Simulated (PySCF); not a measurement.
# C3H8O2Si: geometry relaxation (part 2 of 2)

The same run, continued: C3H8O2Si, SMILES C=COCO[SiH3]; PBE0-D3(BJ)/def2-SVP geometry optimisation, gas phase (PySCF 2.14.0). It belongs to a series of runs on one base structure; here: H on C replaced by OSiH3.

Geometry of the input (Å):
```
C  -2.3910  -0.6549  0.5694
C  -1.7020  0.3644  0.0749
O  -0.3546  0.3609  0.0979
C  0.3546  1.5001  -0.3916
O  1.6569  1.2469  -0.4483
Si 2.3198  -0.1918  -0.0592
H  -3.4735  -0.6094  0.5264
H  -1.9221  -1.4788  1.0060
H  -2.1508  1.2498  -0.3571
H  0.1301  2.3630  0.2817
H  -0.0569  1.7401  -1.3927
H  1.8546  -1.2533  -0.9428
H  2.0356  -0.5541  1.3241
H  3.6920  0.1821  -0.2964
```

## Trajectory as extended XYZ, continued
```
14
Properties=species:S:1:pos:R:3:forces:R:3 step=17 energy=-15193.29023
C    -2.3519   -0.7069    0.4128   -0.0192   0.0193  -0.0349
C    -1.5703    0.2291   -0.1221   -0.0285  -0.0450  -0.0146
O    -0.4136    0.6281    0.4527    0.0451   0.0589   0.0365
C     0.2890    1.7107   -0.1053   -0.0711  -0.0220  -0.0102
O     1.6005    1.3600   -0.3213    0.0341   0.0216  -0.0127
Si    2.2115   -0.1861   -0.0772    0.0041  -0.0204   0.0001
H    -3.2616   -1.0071   -0.1070    0.0022  -0.0033   0.0042
H    -2.0974   -1.1863    1.3595    0.0069  -0.0043   0.0158
H    -1.8140    0.7242   -1.0718    0.0085   0.0002  -0.0053
H     0.2456    2.5593    0.6011    0.0133  -0.0037   0.0066
H    -0.1910    2.0095   -1.0585   -0.0015   0.0132   0.0142
H     1.5091   -1.2021   -0.9159   -0.0019  -0.0052   0.0005
H     2.1650   -0.5976    1.3553    0.0033   0.0000   0.0025
H     3.6286   -0.0706   -0.5162    0.0047  -0.0093  -0.0029
14
Properties=species:S:1:pos:R:3:forces:R:3 step=18 energy=-15193.29586
C    -2.2929   -0.7235    0.4021   -0.0379   0.0063  -0.0465
C    -1.5268    0.2285   -0.1263   -0.0189  -0.0750   0.0157
O    -0.4360    0.7146    0.5094   -0.0050   0.0784   0.0349
C     0.2927    1.7565   -0.0855   -0.0113  -0.0159  -0.0146
O     1.5942    1.3645   -0.3076    0.0181   0.0155  -0.0379
Si    2.1433   -0.2074   -0.0795    0.0154  -0.0038   0.0036
H    -3.1511   -1.0944   -0.1581   -0.0029   0.0009   0.0052
H    -2.0777   -1.1450    1.3855    0.0097  -0.0009   0.0084
H    -1.7288    0.6674   -1.1125    0.0155   0.0013   0.0009
H     0.2833    2.6214    0.6008    0.0100  -0.0097   0.0123
H    -0.1895    2.0464   -1.0400    0.0036   0.0186   0.0126
H     1.3628   -1.1892   -0.8900    0.0015  -0.0056   0.0036
H     2.1272   -0.6138    1.3550    0.0015  -0.0048   0.0027
H     3.5486   -0.1617   -0.5673    0.0008  -0.0053  -0.0007
14
Properties=species:S:1:pos:R:3:forces:R:3 step=19 energy=-15193.29949
C    -2.2101   -0.7435    0.3909   -0.0435  -0.0093  -0.0444
C    -1.4599    0.2221   -0.1346    0.0114  -0.0439   0.0317
O    -0.4794    0.8372    0.5694   -0.0505   0.0567   0.0564
C     0.2951    1.8189   -0.0614    0.0616  -0.0108  -0.0161
O     1.5806    1.3665   -0.2888   -0.0351  -0.0319  -0.0613
Si    2.0449   -0.2362   -0.0814    0.0509   0.0292  -0.0010
H    -2.9811   -1.2134   -0.2192   -0.0159  -0.0034   0.0103
H    -2.0690   -1.0762    1.4212    0.0098   0.0055  -0.0116
H    -1.5843    0.5719   -1.1680    0.0066   0.0045   0.0038
H     0.3341    2.6961    0.6058   -0.0025  -0.0146   0.0195
H    -0.1820    2.1107   -1.0174    0.0048   0.0202  -0.0010
H     1.1655   -1.1656   -0.8522    0.0126   0.0000   0.0059
H     2.0680   -0.6415    1.3535   -0.0075  -0.0054   0.0029
H     3.4273   -0.2828   -0.6317   -0.0027   0.0033   0.0048
14
Properties=species:S:1:pos:R:3:forces:R:3 step=20 energy=-15193.30176
C    -2.2467   -0.7281    0.3851   -0.0310  -0.0197  -0.0134
C    -1.4684    0.2163   -0.1378    0.0212  -0.0513   0.0359
O    -0.4781    0.8110    0.5716   -0.0691   0.0187  -0.0095
C     0.2887    1.8015   -0.0527    0.1233   0.0394   0.0115
O     1.5761    1.3608   -0.2993   -0.0727  -0.0630  -0.0583
Si    2.0767   -0.2308   -0.0866    0.0252   0.0639   0.0103
H    -3.0229   -1.1858   -0.2276   -0.0118   0.0024   0.0019
H    -2.1210   -1.0571    1.4189    0.0039   0.0047  -0.0190
H    -1.5739    0.5641   -1.1743    0.0011  -0.0023   0.0160
H     0.3295    2.6685    0.6278    0.0067  -0.0034   0.0102
H    -0.1974    2.1069   -1.0000    0.0179   0.0115   0.0067
H     1.2104   -1.1850   -0.8410    0.0031  -0.0039   0.0019
H     2.1215   -0.6235    1.3516   -0.0077  -0.0063   0.0005
H     3.4547   -0.2546   -0.6497   -0.0099   0.0093   0.0055
14
Properties=species:S:1:pos:R:3:forces:R:3 step=21 energy=-15193.30535
C    -2.2767   -0.7155    0.3709    0.0118  -0.0141   0.0329
C    -1.4645    0.2052   -0.1423    0.0406   0.0107   0.0140
O    -0.4934    0.8108    0.5878   -0.0736  -0.0214  -0.0469
C     0.2825    1.7962   -0.0337    0.1395   0.0407   0.0253
O     1.5594    1.3454   -0.3186   -0.0849  -0.0861  -0.0675
Si    2.0949   -0.2320   -0.0943   -0.0041   0.0771   0.0366
H    -3.0380   -1.1757   -0.2583    0.0015   0.0013  -0.0075
H    -2.1923   -1.0222    1.4158   -0.0060   0.0012  -0.0169
H    -1.5269    0.5298   -1.1896   -0.0067  -0.0033   0.0089
H     0.3510    2.6483    0.6632   -0.0100  -0.0142   0.0173
H    -0.2132    2.1300   -0.9656    0.0068   0.0092   0.0051
H     1.2241   -1.2168   -0.8019   -0.0027  -0.0040  -0.0035
H     2.1868   -0.5951    1.3500   -0.0061  -0.0073  -0.0012
H     3.4557   -0.2441   -0.6972   -0.0061   0.0104   0.0034
14
Properties=species:S:1:pos:R:3:forces:R:3 step=22 energy=-15193.31450
C    -2.3281   -0.6861    0.3235    0.0661  -0.0020   0.1010
C    -1.4412    0.1835   -0.1531    0.1083   0.1125  -0.0422
O    -0.5476    0.8410    0.6355   -0.0925  -0.1423  -0.1114
C     0.2679    1.7945    0.0184    0.1577   0.0805   0.0801
O     1.4973    1.2935   -0.3794   -0.1549  -0.0782  -0.1109
Si    2.1115   -0.2424   -0.1118   -0.0197   0.0443   0.1124
H    -3.0220   -1.1824   -0.3544    0.0169   0.0033  -0.0125
H    -2.3683   -0.9154    1.3905   -0.0213  -0.0100  -0.0060
H    -1.3732    0.4274   -1.2216   -0.0290  -0.0076  -0.0056
H     0.4274    2.5927    0.7617   -0.0220  -0.0091   0.0229
H    -0.2480    2.2188   -0.8631    0.0031   0.0061  -0.0055
H     1.2149   -1.3049   -0.6546   -0.0153   0.0038  -0.0124
H     2.3531   -0.4992    1.3395   -0.0020  -0.0088  -0.0070
H     3.4057   -0.2568   -0.8450    0.0045   0.0075  -0.0029
14
Properties=species:S:1:pos:R:3:forces:R:3 step=23 energy=-15193.32429
C    -2.3875   -0.6500    0.2555    0.0833   0.0154   0.1659
C    -1.4238    0.1663   -0.1627    0.1263   0.2191  -0.0765
O    -0.6250    0.8797    0.6820   -0.0570  -0.2986  -0.2095
C     0.2520    1.7850    0.0787    0.1623   0.1178   0.1415
O     1.3990    1.2126   -0.4488   -0.2482  -0.0345  -0.1747
Si    2.1310   -0.2527   -0.1264    0.0183  -0.0350   0.1918
H    -3.0051   -1.1850   -0.4656    0.0436  -0.0017  -0.0149
H    -2.5661   -0.7962    1.3227   -0.0416  -0.0090   0.0100
H    -1.2112    0.3217   -1.2283   -0.0321  -0.0070  -0.0170
H     0.5240    2.4989    0.8730   -0.0219   0.0027   0.0265
H    -0.2593    2.3265   -0.7375   -0.0148   0.0099  -0.0085
H     1.2339   -1.4063   -0.4272   -0.0306   0.0119  -0.0204
H     2.5746   -0.3480    1.2983    0.0001   0.0051  -0.0089
H     3.3129   -0.2885   -1.0277    0.0123   0.0038  -0.0054
14
Properties=species:S:1:pos:R:3:forces:R:3 step=24 energy=-15193.32795
C    -2.5884   -0.5397    0.1665    0.1054   0.0261   0.1532
C    -1.4965    0.1442   -0.1675    0.1488   0.2043  -0.0517
O    -0.7001    0.7860    0.7352   -0.0666  -0.2438  -0.2780
C     0.2390    1.6632    0.1798    0.0494   0.0743   0.1892
O     1.2598    1.0418   -0.5105   -0.2225   0.1115  -0.2339
Si    2.2811   -0.2212   -0.1627    0.1265  -0.1845   0.2234
H    -3.1849   -1.0256   -0.6058    0.0412  -0.0189   0.0067
H    -2.8899   -0.6290    1.2113   -0.0631  -0.0046   0.0290
H    -1.1621    0.2288   -1.2086   -0.0125   0.0055  -0.0305
H     0.6277    2.2417    1.0355    0.0005  -0.0270  -0.0027
H    -0.2458    2.3487   -0.5365   -0.0790   0.0375   0.0395
H     1.5627   -1.5271   -0.1076   -0.0491   0.0011  -0.0181
H     2.9900   -0.0163    1.1401   -0.0219   0.0362  -0.0202
H     3.2566   -0.2314   -1.2830    0.0430  -0.0177  -0.0059
14
Properties=species:S:1:pos:R:3:forces:R:3 step=25 energy=-15193.35143
C    -2.5035   -0.6055    0.2082    0.0690   0.0087   0.0372
C    -1.5068    0.1816   -0.1919    0.0985   0.0583  -0.0136
O    -0.6217    0.7488    0.6695   -0.0526   0.0448  -0.0418
C     0.2587    1.6944    0.1264   -0.0431  -0.1236   0.1489
O     1.3279    1.1187   -0.5253   -0.0406   0.1217  -0.2962
Si    2.2397   -0.2220   -0.1348    0.0109  -0.1306   0.1279
H    -3.1812   -1.0394   -0.5270    0.0190   0.0004  -0.0010
H    -2.6501   -0.8307    1.2659   -0.0166  -0.0067   0.0253
H    -1.3315    0.4095   -1.2504   -0.0146   0.0155  -0.0351
H     0.5998    2.3069    0.9788   -0.0338  -0.0336   0.0272
H    -0.2694    2.3386   -0.5999    0.0071   0.0067   0.0237
H     1.4409   -1.4795   -0.2254   -0.0080   0.0150  -0.0143
H     2.8187   -0.1155    1.2397   -0.0111   0.0301   0.0062
H     3.3277   -0.2417   -1.1478    0.0159  -0.0068   0.0056
14
Properties=species:S:1:pos:R:3:forces:R:3 step=26 energy=-15193.36983
C    -2.3613   -0.6685    0.2141   -0.0393  -0.0228  -0.0499
C    -1.4580    0.2142   -0.2066   -0.0350  -0.1032   0.0148
O    -0.6098    0.8316    0.6505    0.0037   0.0729   0.0158
C     0.2737    1.7588    0.0931    0.1047  -0.0243   0.1930
O     1.3258    1.1585   -0.5722   -0.0540   0.0451  -0.2322
Si    2.1157   -0.2486   -0.1167   -0.0395  -0.0190   0.0848
H    -3.0211   -1.1546   -0.5042   -0.0119   0.0131  -0.0067
H    -2.4542   -0.9186    1.2733    0.0222   0.0007  -0.0154
H    -1.3335    0.4776   -1.2652   -0.0168   0.0046   0.0161
H     0.6374    2.3525    0.9480   -0.0004   0.0479   0.0096
H    -0.2566    2.4216   -0.6152    0.0538  -0.0291  -0.0367
H     1.2057   -1.4271   -0.2082    0.0308  -0.0129  -0.0087
H     2.6462   -0.1366    1.2762    0.0007   0.0014   0.0086
H     3.2395   -0.3965   -1.0808   -0.0189   0.0256   0.0067
14
Properties=species:S:1:pos:R:3:forces:R:3 step=27 energy=-15193.38168
C    -2.3899   -0.6673    0.1859   -0.0439  -0.0192  -0.0575
C    -1.4984    0.2394   -0.2092   -0.0682  -0.1284  -0.0184
O    -0.6206    0.8014    0.6530    0.0550   0.1464   0.1241
C     0.2845    1.7191    0.1114   -0.0537  -0.0488   0.0810
O     1.2685    1.1005   -0.6323    0.0908   0.0266  -0.1406
Si    2.1416   -0.2400   -0.1192   -0.0172  -0.0105   0.0038
H    -3.0786   -1.0993   -0.5397   -0.0165   0.0061  -0.0004
H    -2.4463   -0.9894    1.2281    0.0223   0.0080  -0.0146
H    -1.4140    0.5682   -1.2533   -0.0049   0.0121   0.0185
H     0.7045    2.2551    0.9800    0.0074   0.0050   0.0012
H    -0.2397    2.4366   -0.5456    0.0288  -0.0013  -0.0164
H     1.2890   -1.4633   -0.0975    0.0243  -0.0083   0.0013
H     2.7144    0.0003    1.2406   -0.0147   0.0058   0.0122
H     3.2344   -0.3971   -1.1161   -0.0095   0.0065   0.0060
14
Properties=species:S:1:pos:R:3:forces:R:3 step=28 energy=-15193.38574
C    -2.3838   -0.6820    0.1727   -0.0013   0.0018  -0.0132
C    -1.5226    0.2632   -0.1987   -0.0619  -0.0555  -0.0444
O    -0.6289    0.8085    0.6599    0.0638   0.0781   0.0848
C     0.2946    1.7041    0.1092   -0.0975  -0.0164   0.0176
O     1.2378    1.0667   -0.6728    0.0763  -0.0227  -0.0258
Si    2.1399   -0.2413   -0.1197    0.0031   0.0087  -0.0210
H    -3.0947   -1.0785   -0.5519   -0.0057  -0.0003   0.0019
H    -2.3952   -1.0678    1.1943    0.0090   0.0060  -0.0027
H    -1.4879    0.6516   -1.2248    0.0077   0.0177   0.0048
H     0.7522    2.2130    0.9757    0.0035  -0.0091  -0.0059
H    -0.2188    2.4483   -0.5260   -0.0023   0.0026  -0.0028
H     1.3213   -1.4856   -0.0565    0.0108  -0.0022  -0.0009
H     2.6972    0.0662    1.2334   -0.0095  -0.0017   0.0068
H     3.2384   -0.4024   -1.1087    0.0038  -0.0069   0.0008
14
Properties=species:S:1:pos:R:3:forces:R:3 step=29 energy=-15193.38689
C    -2.3759   -0.6909    0.1729    0.0154   0.0028   0.0116
C    -1.5340    0.2741   -0.1914   -0.0318  -0.0128  -0.0370
O    -0.6247    0.8095    0.6596    0.0364   0.0312   0.0251
C     0.2963    1.7018    0.0997   -0.0627  -0.0057   0.0090
O     1.2413    1.0627   -0.6811    0.0234  -0.0321   0.0059
Si    2.1408   -0.2428   -0.1178    0.0075   0.0123  -0.0078
H    -3.1047   -1.0717   -0.5424    0.0033   0.0028  -0.0015
H    -2.3536   -1.1076    1.1819    0.0011   0.0001   0.0046
H    -1.5318    0.6956   -1.2049    0.0062   0.0135  -0.0014
H     0.7563    2.2177    0.9607    0.0003  -0.0093  -0.0026
H    -0.2200    2.4404   -0.5396   -0.0042   0.0039  -0.0010
H     1.3327   -1.4946   -0.0725    0.0006   0.0008  -0.0057
H     2.6685    0.0641    1.2474   -0.0018  -0.0025   0.0014
H     3.2584   -0.3941   -1.0866    0.0062  -0.0053  -0.0005
14
Properties=species:S:1:pos:R:3:forces:R:3 step=30 energy=-15193.38743
C    -2.3671   -0.6979    0.1733    0.0135   0.0016   0.0119
C    -1.5442    0.2844   -0.1870    0.0032   0.0161  -0.0079
O    -0.6257    0.8153    0.6591    0.0072  -0.0048  -0.0175
C     0.2956    1.7013    0.0920   -0.0094  -0.0027   0.0125
O     1.2416    1.0569   -0.6854   -0.0134  -0.0263   0.0184
Si    2.1413   -0.2456   -0.1154   -0.0001   0.0126  -0.0040
H    -3.1073   -1.0706   -0.5345    0.0022  -0.0002  -0.0009
H    -2.3186   -1.1352    1.1726   -0.0014  -0.0012   0.0006
H    -1.5663    0.7305   -1.1898   -0.0003   0.0023  -0.0035
H     0.7585    2.2211    0.9489   -0.0023   0.0019   0.0005
H    -0.2199    2.4371   -0.5513   -0.0012   0.0001  -0.0036
H     1.3414   -1.5030   -0.0872   -0.0038   0.0018  -0.0055
H     2.6463    0.0579    1.2592    0.0025  -0.0004  -0.0024
H     3.2740   -0.3879   -1.0684    0.0034  -0.0008   0.0014
14
Properties=species:S:1:pos:R:3:forces:R:3 step=31 energy=-15193.38767
C    -2.3565   -0.7035    0.1730    0.0064  -0.0017   0.0090
C    -1.5479    0.2911   -0.1854    0.0074   0.0127  -0.0012
O    -0.6265    0.8216    0.6579   -0.0013  -0.0081  -0.0135
C     0.2952    1.7042    0.0876    0.0017  -0.0005   0.0008
O     1.2417    1.0551   -0.6856   -0.0129  -0.0140   0.0153
Si    2.1374   -0.2483   -0.1126   -0.0032   0.0063  -0.0030
H    -3.1022   -1.0759   -0.5292    0.0034   0.0027  -0.0033
H    -2.2912   -1.1511    1.1668   -0.0013  -0.0021   0.0014
H    -1.5852    0.7497   -1.1822   -0.0016  -0.0004  -0.0024
H     0.7579    2.2287    0.9416   -0.0018   0.0011   0.0014
H    -0.2195    2.4364   -0.5606    0.0002   0.0017  -0.0011
H     1.3367   -1.5055   -0.0955   -0.0022   0.0014  -0.0030
H     2.6318    0.0504    1.2669    0.0032   0.0002  -0.0017
H     3.2778   -0.3886   -1.0568    0.0020   0.0005   0.0012
```

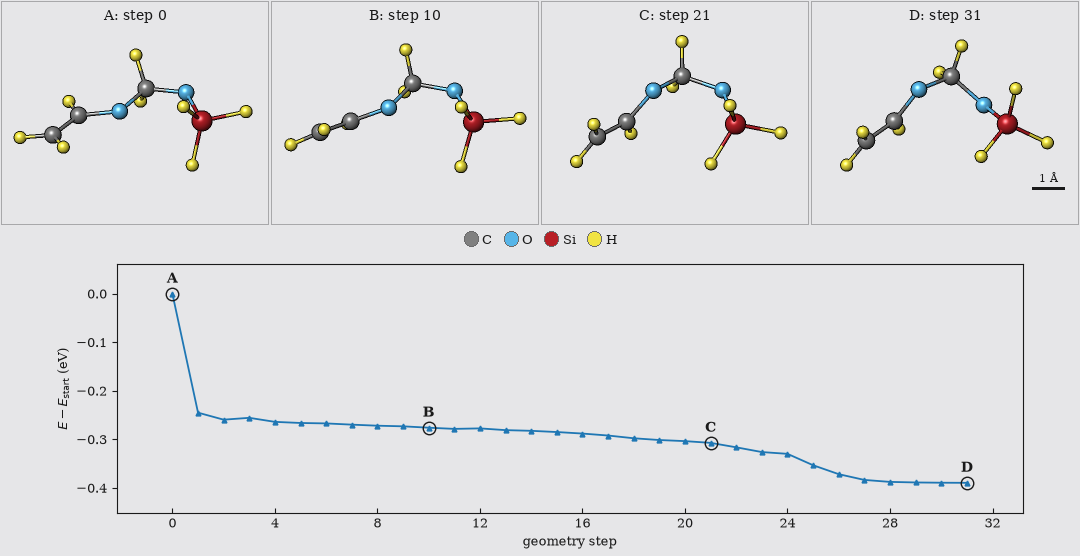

Frames of the relaxation (ball-and-stick view, seen at a tilt) above the curves, on which the letters mark them (steps are counted from 0).

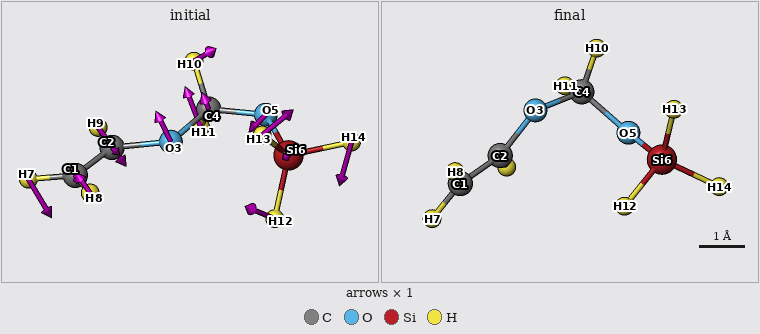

Before (left) and after (right) the relaxation, at one scale (ball-and-stick view, seen at a tilt). The pink arrows give the displacements, at true length. After 31 geometry steps the energy has fallen by 0.389 eV. The largest force component goes from 2.4 to 0.015 eV/Å. The atom that moves furthest after the best rigid fit is H14 (1.13 Å). Largest moves by element: H 1.13 Å, O 0.79 Å, C 0.45 Å, Si 0.21 Å. Among the contacts that change: C4–O5 1.328 → 1.384 Å, O5–Si6 1.631 → 1.682 Å, C1–H8 1.044 → 1.092 Å, Si6–H14 1.442 → 1.487 Å. Among the angles that change: O5–Si6–H14 96.8° → 105.4°, O5–C4–H11 111.5° → 107.6°, H13–Si6–H14 114.0° → 110.5°. (Atoms are counted from 1 in the order of the input.)

## Summary

```tsv
quantity	value
outcome	converged
total energy	−558.346703 hartree
dipole moment	0.59 D
point group	C1
wall time	3.6 min
peak memory	0.53 GiB
```
